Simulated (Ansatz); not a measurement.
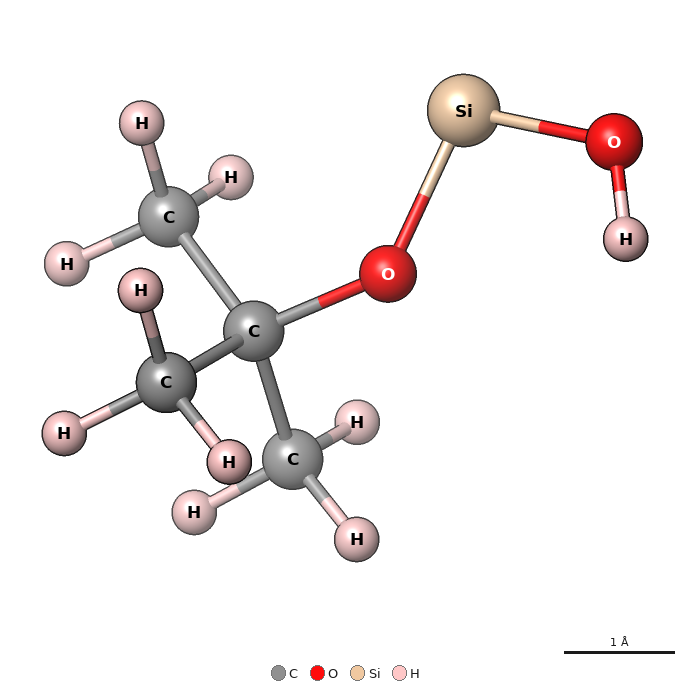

Distant atoms are faded towards the background colour. The computed structure is the end point of a PBE0-D4/def2-TZVP optimisation. No frequency run is at hand to confirm it as a minimum. Masses are those of the most abundant isotopes; constants are for the rigid equilibrium geometry.

**What kind of rotor is it, and what are its rotational constants in GHz?**

An asymmetric top (Cs): A = 3.94, B = 1.27, C = 1.22 GHz. Ray's parameter κ is −0.96, close to the prolate limit.
